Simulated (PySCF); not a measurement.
# C₃H₃NO, SMILES `c1cocn1`: electronic structure

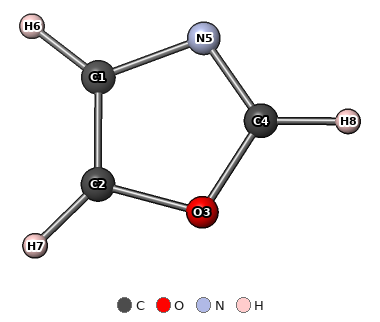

The molecule, with its atoms numbered as below. No frequency check shows the geometry to be a minimum.

Cartesian coordinates (Å):

```
C1       0.9410   -0.6638    0.0000
C2       0.8839    0.6940    0.0000
O3      -0.4169    1.0535    0.0000
C4      -1.0875   -0.1027    0.0000
N5      -0.3345   -1.1507    0.0000
H6       1.7880   -1.3169    0.0000
H7       1.6235    1.4670    0.0000
H8      -2.1586   -0.0882    0.0000
```

### 1. Bonding charge

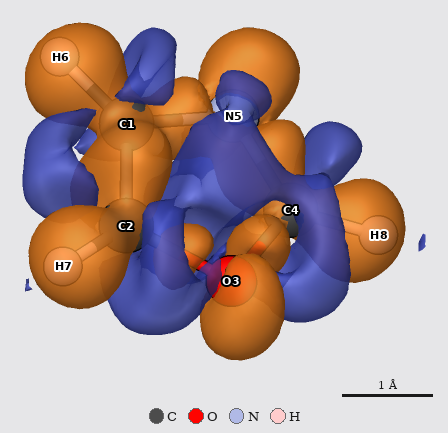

Deformation density (molecule less spherical, spin-averaged free atoms at the same positions), surfaces at ±0.06 e/Å³; orange: gain, blue: loss.

PySCF calculation, PBE/def2-SVP, gas phase; geometry: GFN2-xTB.

> How much density has each bond gained at its critical point, relative to the free atoms?

C4–H8: +0.75 e/Å³ at the bond critical point (bond length 1.07 Å, Mayer order 1.0). C2–H7: +0.73 e/Å³ at the bond critical point (bond length 1.07 Å, Mayer order 1.0). C1–H6: +0.72 e/Å³ at the bond critical point (bond length 1.07 Å, Mayer order 1.0). C1–C2: +0.65 e/Å³ at the bond critical point (bond length 1.36 Å, Mayer order 1.6). C4–N5: +0.64 e/Å³ at the bond critical point (bond length 1.29 Å, Mayer order 1.7). C1–N5: +0.43 e/Å³ at the bond critical point (bond length 1.36 Å, Mayer order 1.3). O3–C4: +0.18 e/Å³ at the bond critical point (bond length 1.34 Å, Mayer order 1.2). C2–O3: +0.12 e/Å³ at the bond critical point (bond length 1.35 Å, Mayer order 1.1); up to 0.6 Å beside the axis the gain reaches +0.36 e/Å³. In all, 1.8 electrons gather in the regions of gain relative to the promolecule. A small or negative value marks a very polar bond, one between electron-rich atoms, whose free-atom densities already overlap strongly, a long bond to a heavier atom, or a closed-shell contact such as a hydrogen bond.

### 2. Bond critical points

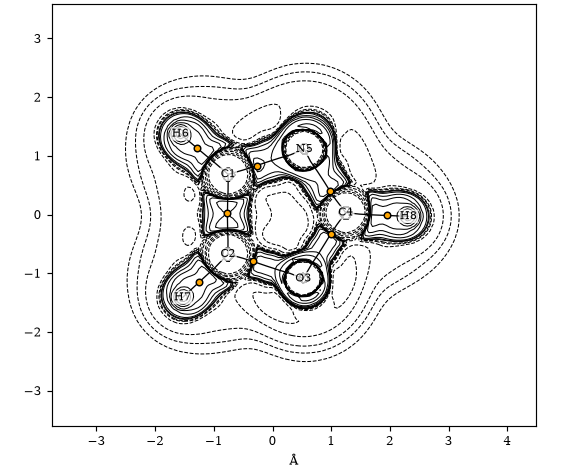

Negative Laplacian of the density (−∇²ρ) in the molecular plane (solid lines positive, dashed lines negative, contours at ±0.02 to ±8 a.u.), with bond paths and bond critical points (dots).

> At which bond critical points in this plane is charge locally concentrated, and at which depleted?

Concentrated (∇²ρ < 0): C4–N5 (−1.09 a.u.); C1–C2 (−0.81 a.u.); C1–N5 (−0.99 a.u.); O3–C4 (−0.05 a.u.); C4–H8 (−1.18 a.u.); C2–H7 (−1.15 a.u.); C1–H6 (−1.13 a.u.). Depleted (∇²ρ > 0): C2–O3 (+0.01 a.u., H = −0.441). A positive Laplacian with clearly negative H marks a strongly polar covalent bond, whose critical point lies close to the core of the less electronegative atom.

> Where along C2–O3 does the critical point lie?

0.44 Å from C2 and 0.91 Å from O3.

### 3. Local ionisation energy

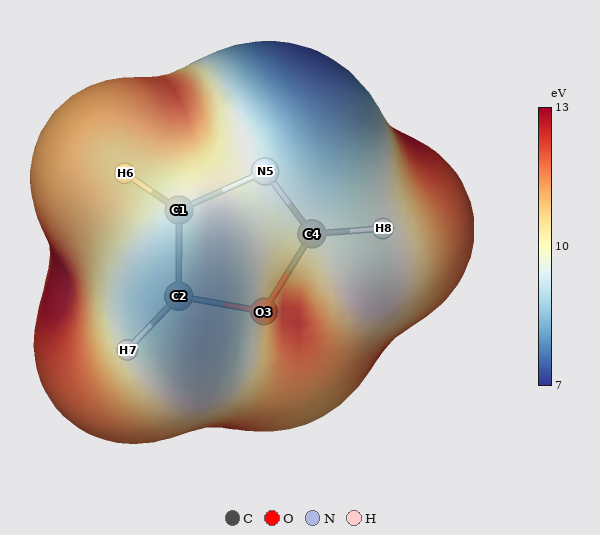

Average local ionisation energy on the surface of electron density 0.001 a.u.

> Locate the minima of the map.

The lowest value is 7.2 eV, 1.9 Å from N5. Further minima include 7.8 eV, off the molecular plane, over C2 (2.1 Å), and at like points elsewhere; 8.9 eV, off the molecular plane, over C4 (1.9 Å), and at like points elsewhere; 11.0 eV, 1.7 Å from O3. For comparison, the highest occupied orbital lies at −6.2 eV.

> What volume does the surface enclose, and what is the dipole moment?

About 82 Å³; the dipole moment is 1.5 D.

### 4. Removing or adding an electron

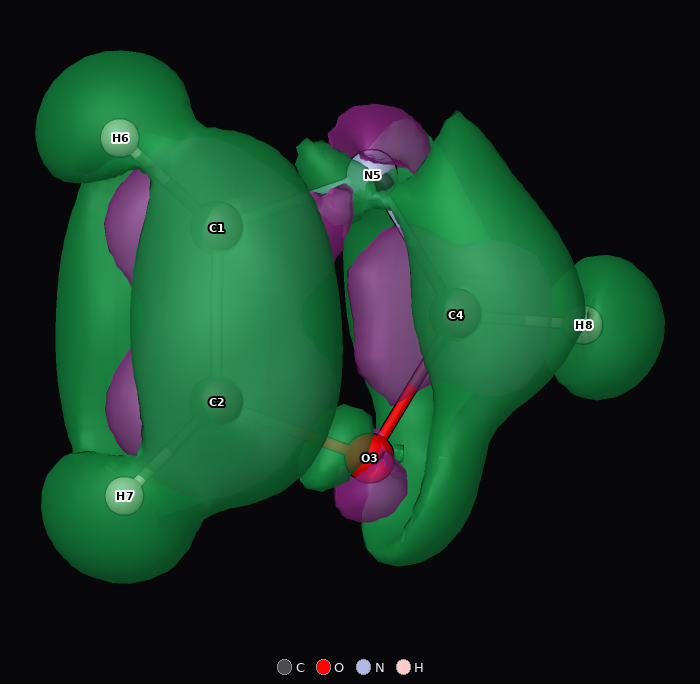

Fukui function f⁻ = ρ(N) − ρ(N−1) at fixed geometry, surfaces at ±0.02 e/Å³ (green positive, purple negative).

Method: HF/6-31+G*; geometry: GFN2-xTB; program: PySCF.

> Which atoms respond most to the removal of an electron?

f⁻ (Hirshfeld-condensed) is largest on C2 (0.25), C1 (0.22) and C4 (0.16); the vertical ionisation energy is 8.28 eV. Condensed values hint at sites of electrophilic attack but needn't mark the atom that reacts. Shares this close don't rank the sites. Orbital relaxation makes it negative in places (0.19 e in all).

```json
{"atom": "C1", "f⁻": "+0.22", "charge": "−0.02"}
{"atom": "C2", "f⁻": "+0.25", "charge": "+0.03"}
{"atom": "O3", "f⁻": "+0.08", "charge": "−0.14"}
{"atom": "C4", "f⁻": "+0.16", "charge": "+0.16"}
{"atom": "N5", "f⁻": "+0.10", "charge": "−0.27"}
{"atom": "H6", "f⁻": "+0.07", "charge": "+0.08"}
{"atom": "H7", "f⁻": "+0.07", "charge": "+0.08"}
{"atom": "H8", "f⁻": "+0.06", "charge": "+0.09"}
```

### 5. Localised orbitals

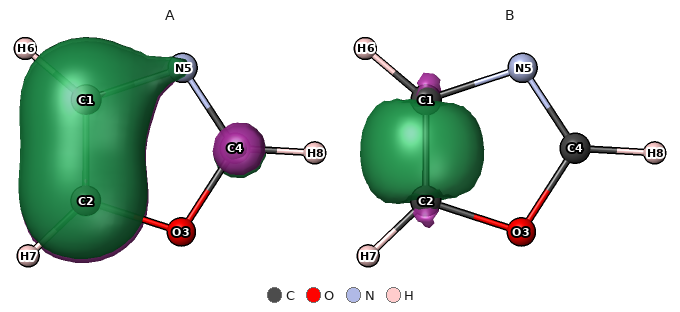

Pipek–Mezey orbitals, occupied; each surface holds about 80 % of the orbital's density. Energies are diagonal elements of the Fock matrix.

Level of theory: LDA (SVWN)/def2-SVP (PySCF), at a geometry from GFN2-xTB.

> What does each orbital represent in a Lewis picture?

By panel:
- A: π bond C2–C1 (C2 47 %, C1 47 %, C4 4 %; −7.6 eV)
- B: σ bond C2–C1 (C2 51 %, C1 49 %; −15.7 eV)
